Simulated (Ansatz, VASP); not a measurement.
**C (Diamond) in two plane-wave programs**

One calculation is typed for both programs; each brings its own data sets and cutoff. How far apart do they land?

Program: Ansatz 0.2.0. Level of theory: plane waves, with VASP 6.6.1 beside it; relaxation of cell and atoms at PBE and relaxation of cell and atoms at BLYP with D3(BJ). Results are calculated unless marked as measured.

### 1. Set-up

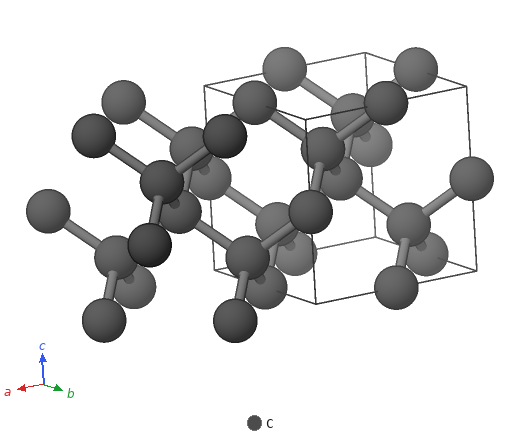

The starting structure, seen from a free direction (carbon dark grey). 2×1×1 cells are drawn. This picture shows the conventional cell, with its axes. Some periodic images of atoms are drawn too.

### 2. VASP: relaxation of cell and atoms, PBE

The relaxed volume is the usual yardstick between codes: its relative difference is about their pressure difference at one cell divided by the bulk modulus.

Lines of VASP's logs that name or quote its potential files are left out, and so is its time.

INCAR reads:

```
SYSTEM = C
PREC = Accurate
ENCUT = 560
EDIFF = 1E-06
NELM = 100
ISMEAR = -1
SIGMA = 0.05
LREAL = .FALSE.
ALGO = Normal
GGA = PE
NBANDS = 10
LORBIT = 11
LWAVE = .FALSE.
LCHARG = .FALSE.
KPAR = 2
IBRION = 2
NSW = 60
ISIF = 3
EDIFFG = -0.01
```

POSCAR reads:

```
C
1.0
    0.0000000000      1.7833700000      1.7833700000
    1.7833700000      0.0000000000      1.7833700000
    1.7833700000      1.7833700000      0.0000000000
C
2
Direct
    0.0000000000      0.0000000000      0.0000000000
    0.2500000000      0.2500000000      0.2500000000
```

KPOINTS reads:

```
Automatic mesh
0
Gamma
11 11 11
0 0 0
```

PAW data sets: C (PBE family, release 64).

The run is started by

```bash
$ mpirun -np 2 vasp_std
```

Numbers of over 12 decimals in the logs are rounded to 6 here.

The program printed:

```text
[banner, memory and clock lines left out]
running    2 mpi-ranks, on    1 nodes
 distrk:  each k-point on    1 cores,    2 groups
 distr:  one band on    1 cores,    1 groups

 POSCAR found type information on POSCAR C
 POSCAR found :  1 types and       2 ions
 LDA part: xc-table for (Slater+PW92), standard interpolation
 POSCAR, INCAR and KPOINTS ok, starting setup
 FFT: planning ... GRIDC
 FFT: planning ... GRID_SOFT
 FFT: planning ... GRID
 WAVECAR not read
 entering main loop
       N       E                     dE             d eps       ncg     rms          rms(c)
DAV:   1     0.205055906450E+01    0.20506E+01   -0.51758E+03  1146   0.844E+02
DAV:   2    -0.184675944037E+02   -0.20518E+02   -0.19842E+02  1504   0.131E+02
DAV:   3    -0.188244813418E+02   -0.35689E+00   -0.35576E+00  1348   0.144E+01
DAV:   4    -0.188251758601E+02   -0.69452E-03   -0.69448E-03  1230   0.708E-01
DAV:   5    -0.188251767864E+02   -0.92628E-06   -0.92611E-06  1258   0.255E-02    0.554E+00
DAV:   6    -0.183462717811E+02    0.47891E+00   -0.26700E-01  1174   0.388E+00    0.331E+00
DAV:   7    -0.181851163520E+02    0.16116E+00   -0.32253E-01  1230   0.432E+00    0.754E-01
DAV:   8    -0.181868567397E+02   -0.17404E-02   -0.77841E-03  1174   0.712E-01    0.433E-02
DAV:   9    -0.181868917623E+02   -0.35023E-04   -0.65592E-05  1366   0.693E-02    0.236E-02
DAV:  10    -0.181869116158E+02   -0.19854E-04   -0.15706E-05  1168   0.381E-02    0.506E-03
DAV:  11    -0.181869116586E+02   -0.42718E-07   -0.19857E-07   998   0.446E-03
   1 F= -.18186912E+02 E0= -.18186912E+02  d E =-.181869E+02
 curvature:   0.00 expect dE= 0.000E+00 dE for cont linesearch  0.000E+00
 trial: gam= 0.00000 g(F)=  0.119E-46 g(S)=  0.161E-02 ort = 0.000E+00 (trialstep = 0.100E+01)
 search vector abs. value=  0.161E-02
 bond charge predicted
       N       E                     dE             d eps       ncg     rms          rms(c)
DAV:   1    -0.181872515975E+02   -0.33998E-03   -0.32097E-02  1190   0.157E+00    0.162E-01
DAV:   2    -0.181868876949E+02    0.36390E-03   -0.37947E-04  1192   0.167E-01    0.911E-02
DAV:   3    -0.181867308769E+02    0.15682E-03   -0.24509E-04  1174   0.115E-01    0.128E-02
DAV:   4    -0.181867304736E+02    0.40331E-06   -0.31663E-06  1202   0.169E-02
   2 F= -.18186730E+02 E0= -.18186730E+02  d E =0.181185E-03
 trial-energy change:    0.000181  1 .order    0.000181   -0.001615    0.001976
 step:   0.4496(harm=  0.4496)  dis= 0.00000  next Energy=   -18.187275 (dE=-0.363E-03)
 bond charge predicted
       N       E                     dE             d eps       ncg     rms          rms(c)
DAV:   1    -0.181874240084E+02   -0.69313E-03   -0.96901E-03  1192   0.866E-01    0.894E-02
DAV:   2    -0.181873156522E+02    0.10836E-03   -0.11525E-04  1188   0.920E-02    0.502E-02
DAV:   3    -0.181872714082E+02    0.44244E-04   -0.73859E-05  1172   0.630E-02    0.697E-03
DAV:   4    -0.181872714900E+02   -0.81793E-07   -0.93948E-07  1008   0.923E-03
   3 F= -.18187271E+02 E0= -.18187271E+02  d E =-.359831E-03
 curvature:  -0.22 expect dE=-0.593E-08 dE for cont linesearch -0.593E-08
 trial: gam=-0.00403 g(F)=  0.131E-47 g(S)=  0.264E-07 ort = 0.653E-05 (trialstep = 0.890E+00)
 search vector abs. value=  0.100E-09
 reached required accuracy - stopping structural energy minimisation
```

From OUTCAR (step 2):

```text
ion  position               nearest neighbor table
   1  0.000  0.000  0.000-   2 1.54   2 1.54   2 1.54   2 1.54
   2  0.250  0.250  0.250-   1 1.54   1 1.54   1 1.54   1 1.54

  LATTYP: Found a face centered cubic cell.
 ALAT       =     3.5667400000

 Subroutine GETGRP returns: Found 48 space group operations
 (whereof 24 operations were pure point group operations)

The static configuration has the point symmetry T_d .
 The point group associated with its full space group is O_h .

 Found     56 irreducible k-points:

   k-points           NKPTS =     56   k-points in BZ     NKDIM =     56   number of bands    NBANDS=     10

   dimension x,y,z NGX =    20 NGY =   20 NGZ =   20
   dimension x,y,z NGXF=    40 NGYF=   40 NGZF=   40

   ENCUT  =  560.0 eV  41.16 Ry    6.42 a.u.   4.87  4.87  4.87*2*pi/ulx,y,z

   NELECT =       8.0000    total number of electrons

 k-points in reciprocal lattice and weights: Automatic mesh
   0.00000000  0.00000000  0.00000000       0.001
   0.09090909  0.00000000  0.00000000       0.006
   0.18181818  0.00000000  0.00000000       0.006
   0.27272727  0.00000000  0.00000000       0.006
   0.36363636  0.00000000  0.00000000       0.006
   0.45454545  0.00000000  0.00000000       0.006
   0.09090909  0.09090909  0.00000000       0.005
   0.18181818  0.09090909  0.00000000       0.018
   0.27272727  0.09090909  0.00000000       0.018
[...]
-0.36363636  0.45454545  0.18181818       0.018
  -0.27272727  0.45454545  0.18181818       0.018

 average (electrostatic) potential at core
       1 -45.4553       2 -45.4553

 E-fermi :  10.6141

 k-point     1 :       0.0000    0.0000    0.0000
  band No.  band energies     occupation
      1     -11.7525      2.00000
      2       9.6590      2.00000
      3       9.6590      2.00000
      4       9.6590      2.00000
      5      15.2357      0.00000
      6      15.2357      0.00000
      7      15.2357      0.00000
      8      22.8797      0.00000
      9      28.8920      0.00000
    ...

 k-point     2 :       0.0909    0.0000    0.0000
  band No.  band energies     occupation
      1     -11.5245      2.00000
      2       8.2394      2.00000
      3       9.2839      2.00000
      4       9.2839      2.00000
      5      15.7280      0.00000
      6      15.7280      0.00000
      7      16.0472      0.00000
      8      23.0797      0.00000
      9      29.2666      0.00000
    ...

 k-point     3 :       0.1818    0.0000    0.0000
  band No.  band energies     occupation
      1     -10.8437      2.00000
      2       5.4105      2.00000
      3       8.5049      2.00000
      4       8.5049      2.00000
      5      16.7441      0.00000
      6      16.7441      0.00000
      7      17.1848      0.00000
      8      23.6485      0.00000
      9      29.9883      0.00000
    ...

  Total        0.0006037      0.0006037      0.0006037     -0.0000000     -0.0000000      0.0000000
  in kB        0.0848490      0.0848490      0.0848490     -0.0000000     -0.0000000      0.0000000
  external PRESSURE =       0.0848490 kB  Pullay stress =       0.0000000 kB

  energy-cutoff  :      560.00
  volume of cell :       11.40
      direct lattice vectors                 reciprocal lattice vectors
    -0.000000000  1.786258972  1.786258972    -0.279914619  0.279914619  0.279914619
     1.786258972 -0.000000000  1.786258972     0.279914619 -0.279914619  0.279914619
     1.786258972  1.786258972  0.000000000     0.279914619  0.279914619 -0.279914619

 POSITION                                       TOTAL-FORCE (eV/Angst)
 -----------------------------------------------------------------------------------
      0.00000      0.00000      0.00000        -0.000000      0.000000     -0.000000
      0.89313      0.89313      0.89313         0.000000     -0.000000      0.000000
 -----------------------------------------------------------------------------------
    total drift:                                0.000000      0.000000      0.000000

  FREE ENERGIE OF THE ION-ELECTRON SYSTEM (eV)
  ---------------------------------------------------
  free  energy   TOTEN  =       -18.1872714900 eV

  energy  without entropy=      -18.1872714900  energy(sigma->0) =      -18.18727149

 reached required accuracy - stopping structural energy minimisation

 total charge
# of ion       s       p       d       tot
------------------------------------------
    1        0.827   1.743   0.000   2.571
    2        0.827   1.743   0.000   2.571
--------------------------------------------------
tot          1.655   3.486   0.000   5.141

[... 3 further parts left out ...]
```

CONTCAR:

```
C
   1.00000000000000
    -0.0000000000000000    1.7862589724756484    1.7862589724756484
     1.7862589724756484   -0.0000000000000000    1.7862589724756484
     1.7862589724756484    1.7862589724756484    0.0000000000000000
  C
     2
Direct
     0.0000000000000000    0.0000000000000000    0.0000000000000000
     0.2500000000000000    0.2500000000000000    0.2500000000000000
```

### 3. Ansatz: relaxation of cell and atoms, PBE

Ansatz runs on its default PAW (the set named soft_2) files.

The same cell, functional, mesh and smearing now go to Ansatz, which takes its cutoff from its data sets.

input.yaml reads:

```yaml
crystal:
  lattice:
    - [0.0, 1.78337, 1.78337]
    - [1.78337, 0.0, 1.78337]
    - [1.78337, 1.78337, 0.0]
  atoms:
    - { symbol: C, position: [0.0, 0.0, 0.0] }
    - { symbol: C, position: [0.25, 0.25, 0.25] }
hamiltonian:
  xc: pbe
  pseudopotentials: { kind: paw }
kpoints:
  mp_grid: { grid: [11, 11, 11] }
scf:
  occupations: { method: fermi_dirac, width: 0.05 }
relax:
  f_tol: 0.01
  max_steps: 60
  cell: { stress_tol: 0.05 }
output:
  forces: true
  stress: true
```

The run is started by

```bash
$ ansatz run input.yaml --threads 4 --pin off --max-ram 9216MiB --backend cpu --events-out ev --progress --plain --runs-dir out
```

The program printed:

```text
Engine: ansatz 0.2.0, aarch64-unknown-linux-gnu
Pseudopotentials: kind: paw
Pseudopotential: C, paw, valence charge 4, recommended cutoff 420 eV (normal), C.paw.azcp
Functional definition: PBE
  parameter kappa = 0.804
  parameter beta = 0.066725
  exchange = pbe_x(kappa = kappa, mu = beta*pi^2/3)
  correlation = pbe_c(beta = beta)
Crystal: 2 atoms, lattice volume = 11.344 Å³
Basis set: ecut = 420 eV, 229 PW (Γ), exchange–correlation on 36×36×36 points (8 copies of the dense FFT grid, shifted against one another)
Bands: 8, of which v1, the nominal top of the filled ones, is band 4 counted from 1 (3 counted from 0)
Symmetry: 48 space group operations
Space group: Fd-3m (ITA 227), of the structure as read, at distance tolerance 2.2e-5 Å
k-points: 56 of 1331
Non-local potential: C, projectors of the file, l = 0: 2, l = 1: 2, l = 2: 1
PAW form: soft (Blöchl's): semilocal exchange-correlation on the pseudo side does not see the compensation charge
PAW one-centre angular grid: C, 110 points (default); XC on 64 Gauss nodes
Initial density: superposition of atomic densities (neutral atoms: chi_scale 0, normalization atom), corrected by the library's trained network
Initial wavefunctions: pseudopotential atomic-orbital guess
Functional: x = pbe(κ = 0.804, μ = 0.219515), c = pbe(β = 0.066725)
SCF iter   1: F=—  HF=-501.615312 eV  |F-HF|=—  |Δ(HF+E_count)|=         —  Δρ=1.75e-3  dr2=9.10e-5  ethr=1.77e-3  ⟨swp⟩=4.7  Hψ=2903  notcnv=0
preconditioner: auto → none  [insulator: Δε(μ)=4.144 eV  Ē_g=19.632 eV  σ=0.050 eV  W_gap=1.00  n_scr=0 (ndim 8)  ℏωp=31.2 eV  f_vac=0.000  D(μ)=0.00/eV (n_scr^D=0)  ε∞_Penn≈3.5]
SCF iter   2: F=—  HF=-501.615424 eV  |F-HF|=—  |Δ(HF+E_count)|=   1.13e-4  Δρ=9.04e-4  dr2=2.52e-5  ethr=1.14e-6  ⟨swp⟩=2.0  Hψ=1095  notcnv=0
SCF iter   3: F=—  HF=-501.615477 eV  |F-HF|=—  |Δ(HF+E_count)|=   5.23e-5  Δρ=1.38e-4  dr2=1.40e-6  ethr=3.15e-7  ⟨swp⟩=2.1  Hψ=664  notcnv=0
SCF iter   4: F=—  HF=-501.615476 eV  |F-HF|=—  |Δ(HF+E_count)|=   4.58e-7  Δρ=6.33e-5  dr2=2.61e-7  ethr=1.75e-8  ⟨swp⟩=1.2  Hψ=478  notcnv=0
iter 5 did not close the SCF: its close was put off for the readings that it lacked (scf_convergence_deferred on its scf_iter line)
SCF iter   5: F=-501.615476 eV  HF=-501.615476 eV  |F-HF|=2.34e-10  |Δ(HF+E_count)|=   3.92e-8  Δρ=5.29e-6  dr2=1.35e-9  ethr=3.26e-9  ⟨swp⟩=2.4  Hψ=668  notcnv=0
SCF iter   6: F=-501.615476 eV  HF=-501.615476 eV  |F-HF|=6.14e-12  |Δ(HF+E_count)|=  2.57e-10  Δρ=6.25e-7  dr2=1.44e-11  ethr=1.69e-11  ⟨swp⟩=1.1  Hψ=1362  notcnv=0
SCF 1 converged in 6 iterations: F = -501.615476 eV  dr2 = 1.44e-11
  greatest PAW one-centre occupation: 0.644 electrons in one spin orbital (limit 2), on the C atom at site 1 (counted from 0), in its partial waves of l = 0
relax step   1: F+E_penalty+E_count = -501.61547609 eV  Δ(F+E_penalty+E_count) = +0.000e0 eV  max|allowed force component| = 2.776e-17 eV/Å  Δτ_max = 0.0000 Å  P = +1.772 GPa  Ω = 11.344 Å³  (6 SCF iters, dr2 threshold 1.00e-7 eV, accepted)
[...]
relax step   2: F+E_penalty+E_count = -501.61550934 eV  Δ(F+E_penalty+E_count) = -3.325e-5 eV  max|allowed force component| = 1.850e-16 eV/Å  Δτ_max = 0.0000 Å  P = +0.683 GPa  Ω = 11.371 Å³  energy of the carried Pulay correction = -1.780e-4 eV  (6 SCF iters, dr2 threshold 2.00e-7 eV, accepted)
[...]
relax step   3: F+E_penalty+E_count = -501.61543470 eV  Δ(F+E_penalty+E_count) = +7.464e-5 eV  max|allowed force component| = 3.423e-16 eV/Å  Δτ_max = 0.0000 Å  P = +0.003 GPa  Ω = 11.389 Å³  energy of the carried Pulay correction = -2.898e-4 eV  (6 SCF iters, dr2 threshold 2.00e-7 eV, accepted)
[...]
relax step   4: F+E_penalty+E_count = -501.61580987 eV  Δ(F+E_penalty+E_count) = -3.752e-4 eV  max|allowed force component| = 4.071e-16 eV/Å  Δτ_max = 0.0000 Å  P = +0.048 GPa  Ω = 11.389 Å³  stress off target by 4.84e-2 GPa  SCF on the basis re-selected at this cell (its energy is not comparable with the rows above)  (8 SCF iters)
basis re-selected at this cell: Δ(F+E_penalty+E_count) = -3.752e-4 eV, ΔP = +0.045 GPa vs the last step (what re-selecting the basis moved, of the pressure what is left beyond the Pulay correction that the steps carried, after the strain that the cell walked since its last selection, with what the two solves' SCF thresholds leave and, on support functions, any second-order correction that the steps lacked; it is no m [...]
SCF converged after 8 iterations
Free energy (F): -501.615810 eV
Harris-Foulkes:  -501.615810 eV  (|F-HF|=2.84e-13)
Internal energy: -501.615810 eV  (E = F + TS)
E sigma→0 (E₀):  -501.615810 eV
Fermi energy:    15.291144 eV
--- Per-component energies (eV) ---
  E_band       = 34.330943
  E_kinetic    = 184.262882
  E_local      = -122.689356  (includes V_loc(G=0)·N_el)
  E_nonlocal   = 53.269862
  E_hartree    = 26.823969
  E_xc         = -97.360354
  E_vxc        = -120.863734  (∫ρ·V_xc dr)
  E_paw        = -198.420059  (= ΣΔE_a)
  E_vpaw       = -13.296668  (= ΣTr[D̂ρ^β])
  E_aug_tail   = 0.000018  (compensation charges beyond the density's cutoff)
  E_ewald      = -347.502772
  E_smearing   = -0.000000  (= −TS)
  E_closure    = -0.000000  (closes the sum)
  Σ components = -501.615810   (vs F -501.615810, Δ=0.00e0)
--- Forces (eV/Å), atoms counted from 1 ---
  atom   1  C     -0.00000000     0.00000000    -0.00000000
  atom   2  C      0.00000000    -0.00000000     0.00000000
  max |Σ_I F_I| component: 3.70e-17 eV/Å
--- Stress (GPa, compression-positive) ---
        0.048369      -0.000000      -0.000000
       -0.000000       0.048369      -0.000000
       -0.000000      -0.000000       0.048369
  P = ⅓ Tr σ = 0.0484 GPa (0.484 kbar)
--- Relaxed structure (3 steps of the walk, 3 accepted, 1 SCFs on fresh bases) ---
  F+E_penalty+E_count = -501.61580987 eV   max|allowed force component| = 4.071e-16 eV/Å   (the final SCF, on the basis selected at the relaxed cell)
  cell:  # Å, volume = 11.3887 Å³
    - [0, 1.785723, 1.785723]
    - [1.785723, 0, 1.785723]
    - [1.785723, 1.785723, 0]
  atoms:
    - { symbol: C, position: [0, 0, 0] }
    - { symbol: C, position: [0.250000, 0.250000, 0.250000] }
```

It took 0.78 s on 4 threads of Arm Neoverse V1, shared host; peak memory 0.25 GiB.

### 4. Comparison

Known differences besides the PAW data sets themselves: both relaxations stop at a tolerance, which leaves soft axes loose, and VASP keeps its plane-wave basis; the cutoff is 420 eV in Ansatz and 560 eV in VASP; VASP leaves aspherical gradient terms in its spheres out (LASPH is not set), Ansatz keeps them; Ansatz adds a Pulay correction to the stress that steers its cell, VASP none. Total energies have different zeros and are not compared.

Compared:

| quantity | Ansatz | VASP | difference |
| --- | --- | --- | --- |
| volume (Å³) | 11.39 | 11.40 | -0.09 % |
| edge a after relaxation, in the typed setting (Å) | 2.525 | 2.526 | -0.03 % |

The walks stopped with 0.05 GPa left in Ansatz and 0.01 GPa in VASP; each walk ends within a tolerance, so the volume difference is uncertain by about these residues over the bulk modulus, most in soft cells.

(Part 1 of 2 ends here.)

[Lines on the potential files, build, host, timing and source positions are cut from VASP's logs without a mark.]

[Logs are printed without paths, hosts, clocks, repeated set-up lines and the standing remarks that a program may print on its own settings, such as how far it seeks lower states.]

[Hosts, paths, dates, database ids (printed as entryN), source tags and the programs' standing remarks are cut or masked in the printed files.]
